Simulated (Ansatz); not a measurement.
ClFOSi$_{2}$ (SMILES F[Si]/[O+]=[Si]/Cl) (charge +1, doublet)

Input file:

```
crystal:
  periodic: [false, false, false]
  atoms:
    - {symbol: Cl, position_ang: [0.801055, -2.423222, 0.382251]}
    - {symbol: F, position_ang: [1.001064, 2.753479, -0.740744]}
    - {symbol: O, position_ang: [-0.036681, 0.540180, -0.103942]}
    - {symbol: Si, position_ang: [0.059919, 2.220057, 0.446344]}
    - {symbol: Si, position_ang: [0.032559, -0.931846, -0.704725]}
basis:
  gaussian:
    orbitals: def2-TZVPD
magnetization:
  spin_polarized: true
  initial_magnetization: 1
output: {forces: true, orbitals: {seedname: orbitals}}
hamiltonian:
  xc: {name: PBE0}
total_charge: 1
```

Run with:

```sh
ansatz run input.yaml --threads 1 --pin off --max-ram 2610MiB --events-out events.jsonl --progress --plain --runs-dir runs
```

Geometry: PBE0-D3(BJ)/def2-SVP.

Computed with Ansatz 0.2.0, isolated molecule in a Gaussian basis; Kohn-Sham density functional theory, functional PBE0.

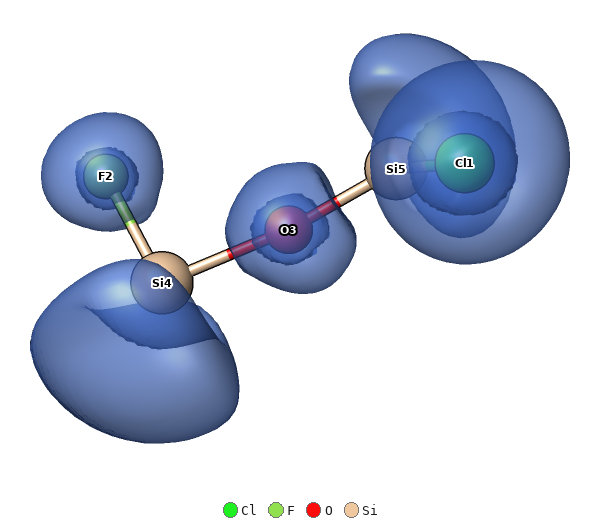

Figure 1. Isosurface of the electron localisation function at 0.75 (blue), seen at a tilt. Core shells and regions of very low density are left out.

Q: Where are the electrons localised?

A: The surface consists of one region on Cl in which the atom's valence shell and bonds are merged, two lobes on Si, pointing away from the bonds (non-bonding electrons), one region wrapped around F (its lone pairs, merged into a ring or cap) and one region wrapped around O (its lone pairs, merged into a ring or cap).


Si–O (1.59 Å): the ELF peaks at about 0.80 between the atoms: a polar covalent bond. Si–F (1.61 Å): the ELF peaks at about 0.85 in the valence shell of F, 0.6 Å from its nucleus, and is about 0.50 at the midpoint.

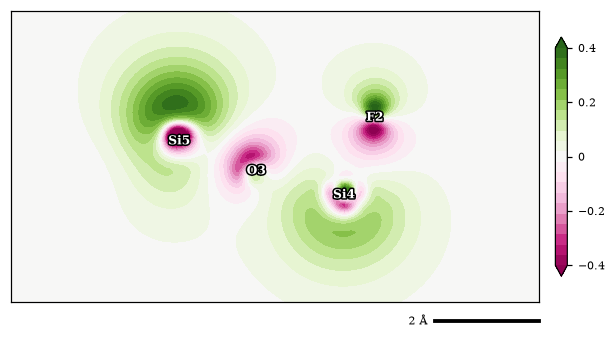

Figure 2. The HOMO−1 (α) on the plane of atoms F2, Si4 and O3 (values in Å⁻³ᐟ²; the overall sign is arbitrary).

Q: Describe this orbital and give its energy.

A: It lies mainly on Si5 (about 50 %), Cl1 (about 25 %), Si4 (about 15 %) and O3 (about 5 %). Its energy is −14.31 eV.

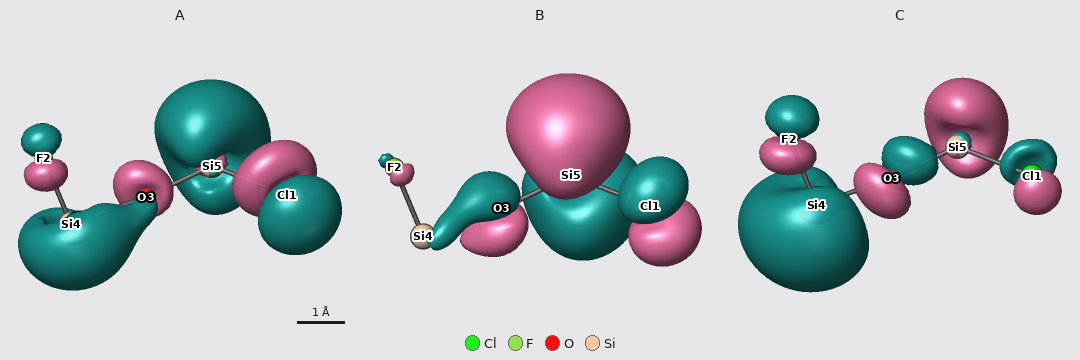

Figure 3. Three frontier orbitals at ±0.1 Å⁻³ᐟ² (teal and pink are the two phases), in no order.

Q: Order the three orbitals by energy and name them. All are α orbitals.

A: A is the HOMO−1 (α) (−14.31 eV). By Hirshfeld shares it lies mainly on Si5 (about 50 %), Cl1 (about 25 %), Si4 (about 15 %) and O3 (about 5 %). C is the HOMO (α) (−13.14 eV). It lies mainly on Si4 (about 65 %), Si5 (about 15 %), O3 (about 10 %) and F2 (about 10 %). B is the LUMO (α) (−8.25 eV). By Hirshfeld shares it lies mainly on Si5 (about 70 %), Cl1 (about 15 %) and O3 (about 10 %).

Q: What is the gap between the highest occupied and lowest empty α orbitals?

A: 4.89 eV between the orbital energies.
